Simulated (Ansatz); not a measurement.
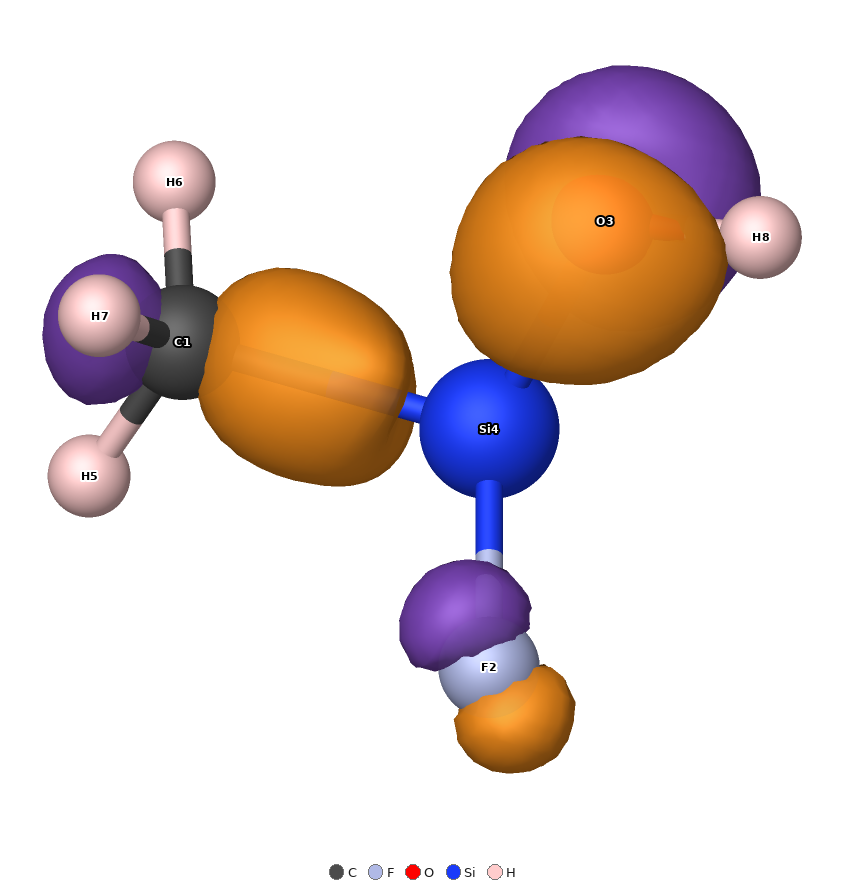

The picture shows: CH$_{4}$FOSi (SMILES C[Si](O)F) (doublet). The HOMO (β) at ±0.2 Å⁻³ᐟ² (orange and purple are the two phases), seen at a tilt.

Geometry: B3LYP-D3(BJ)/6-311G**.

All numbers below come from Ansatz 0.2.0, isolated molecule in a Gaussian basis; Kohn-Sham density functional theory, functional PBE0.

Input

```
crystal:
  periodic: [false, false, false]
  atoms:
    - symbol: C
      position_ang: [0.089905, 0.828799, 0.384401]
    - symbol: F
      position_ang: [-1.538614, -0.738885, -1.340139]
    - symbol: O
      position_ang: [1.080829, -1.290083, -1.197215]
    - symbol: Si
      position_ang: [-0.046294, -0.074169, -1.252279]
    - symbol: H
      position_ang: [-0.665596, 1.612469, 0.463059]
    - symbol: H
      position_ang: [1.078795, 1.277659, 0.493949]
    - symbol: H
      position_ang: [-0.061862, 0.108850, 1.194831]
    - symbol: H
      position_ang: [1.127691, -1.919343, -1.921038]
basis:
  gaussian: {orbitals: def2-TZVPD}
total_charge: 0
magnetization: {spin_polarized: true, initial_magnetization: 1}
hamiltonian: {xc: pbe0}
output: {forces: true, orbitals: {seedname: orbitals}}
```

Run with:

```sh
ansatz run input.yaml --threads 2 --pin off --max-ram 4350MiB --events-out events.jsonl --progress --plain --runs-dir runs
```

Where does this orbital lie, and at what energy?

Answer. It lies mainly on O3 (about 55 %), Si4 (about 15 %), C1 (about 15 %) and F2 (about 5 %). Its energy is −9.85 eV.
